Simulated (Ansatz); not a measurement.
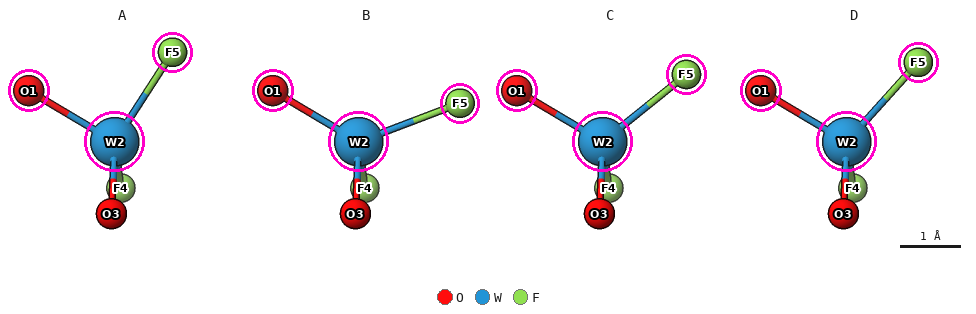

WO$_{2}$F$_{2}$: the F5–W2–O1 angle is varied, with the rest of the molecule carried along rigidly. A ball-and-stick model, seen onto the plane of the angle, with a slight tilt. The ringed atoms are those of the scanned coordinate.

Level of theory: r2SCAN-D4 (def2-TZVPP, Ansatz), on geometries moved rigidly from the minimum at PBE0-D4/def2-TZVP. Elements past krypton carry the basis set's effective core potentials. Energies are counted from the PBE0-D4/def2-TZVP minimum geometry at the same level.

**Order these geometries by energy, lowest first.**

Lowest first: C (the angle 109.1°, 0.000 eV), D (the angle 100.1°, 0.079 eV), B (the angle 127.1°, 0.297 eV), A (the angle 91.1°, 0.342 eV). Over the whole scan: the lowest computed point lies at the angle 109.1° (0.000 eV). The end points stand at 0.342 eV (91.1°) and 0.297 eV (127.1°). The curvature at the lowest point is about 6.3 eV/rad².
